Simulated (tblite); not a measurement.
# Nudged elastic band, with input and output: C5H12BNO

The run: nudged elastic band of C5H12BNO, SMILES CNBOCC1CC1. Method and program: GFN2-xTB climbing-image nudged elastic band, gas phase (tblite 0.8.0).

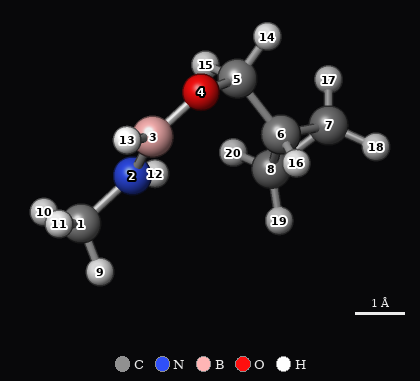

**Figure 1.** The input geometry (ball-and-stick view, seen at a tilt; atoms are numbered from 1 in the order of the input).

**Input**
```
{"job": {"xc": "GFN2-xTB", "basis": "xTB", "kind": "neb"}, "charge": 0, "multiplicity": 1}
C      2.846589     0.987196     0.589880
N      1.695379     0.191138     0.241893
B      1.509301    -1.172865     0.481545
O      0.405534    -1.876339     0.123576
C     -0.708190    -1.345167    -0.551099
C     -1.494907    -0.356678     0.291761
C     -2.795995     0.185737    -0.216163
C     -1.605267     1.087690    -0.096720
H      2.576164     1.789513     1.284102
H      3.295795     1.440441    -0.299813
H      3.588117     0.350463     1.066494
H      0.971508     0.736117    -0.200726
H      2.342972    -1.797681     1.017684
H     -1.345634    -2.206197    -0.793686
H     -0.398253    -0.874390    -1.495429
H     -1.429828    -0.581470     1.349379
H     -3.110346    -0.106560    -1.206840
H     -3.612212     0.310676     0.478509
H     -1.600730     1.836717     0.681157
H     -1.135144     1.412338    -1.014539
```

The first line tells a small driver script what to run in tblite; the rest is the geometry in Å.

Launched with:
```bash
OMP_NUM_THREADS=1 python <driver script> task.json out
```

**What the program printed**
```
image   E - E0 / eV
  0       0.0000
  1       0.0653
  2       0.2632
  3       0.6773
  4       0.4791
  5       0.2075
  6       0.1826
```

**Results in brief**

| quantity | value |
| --- | --- |
| outcome | converged |
| forward barrier | 0.677 eV |
| hardware | 1 CPU thread, shared host |
| wall time | 6.1 s |
| peak memory | 0.2 GiB |
